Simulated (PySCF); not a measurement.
Consider C4H6F3NSi (SMILES C#CCN[SiH2]C(F)(F)F).

```yaml
atoms:
  - { symbol: C, position_ang: [3.3292, -0.6309, -0.2676] }
  - { symbol: C, position_ang: [2.4493, 0.1787, -0.3146] }
  - { symbol: C, position_ang: [1.3486, 1.1265, -0.3373] }
  - { symbol: N, position_ang: [0.1104, 0.5757, 0.1893] }
  - { symbol: Si, position_ang: [-0.9942, -0.3054, -0.7660] }
  - { symbol: C, position_ang: [-2.4977, -0.5318, 0.4370] }
  - { symbol: F, position_ang: [-3.3788, -1.4425, -0.0224] }
  - { symbol: F, position_ang: [-2.1410, -0.9529, 1.6717] }
  - { symbol: F, position_ang: [-3.2022, 0.6013, 0.6268] }
  - { symbol: H, position_ang: [4.1175, -1.3228, -0.2387] }
  - { symbol: H, position_ang: [1.6261, 2.0110, 0.2482] }
  - { symbol: H, position_ang: [1.1694, 1.4343, -1.3705] }
  - { symbol: H, position_ang: [0.1784, 0.3805, 1.1799] }
  - { symbol: H, position_ang: [-1.4620, 0.5462, -1.8560] }
  - { symbol: H, position_ang: [-0.6572, -1.6600, -1.2131] }
```

Geometry: GFN2-xTB.

The calculation used PySCF 2.14.0, PBE0/pcSseg-1, SCF density, gas phase, non-relativistic.

### What will maps of the electron density and electron localisation function show?

C–C (1.20 Å): ρ is about 2.7 e/Å³ halfway; the ELF peaks at about 0.85 between the atoms; a short, multiple covalent bond.
C–N (1.45 Å): ρ is about 1.9 e/Å³ halfway; the ELF peaks at about 0.90 between the atoms, as expected for a covalent bond.

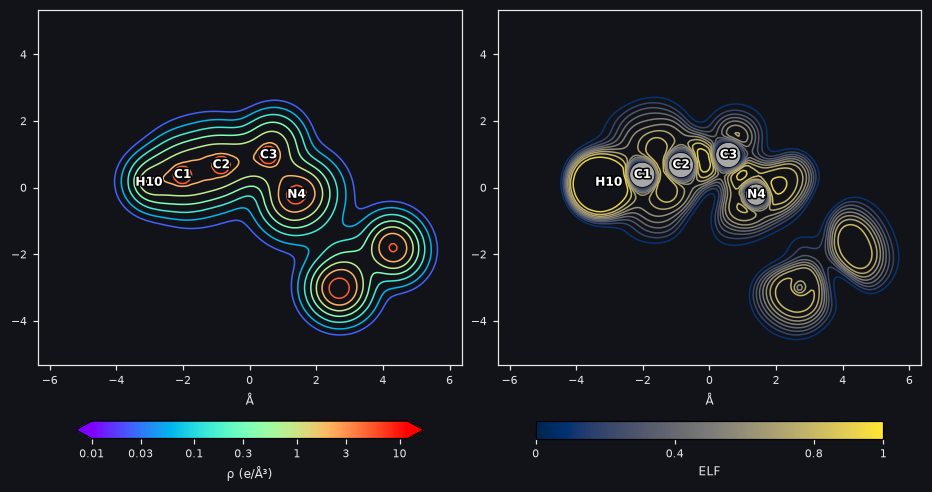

Computed electron density and electron localisation function on the plane of atoms C2, C3 and N4, in this order. Grey discs cover the atomic cores in the ELF map. 
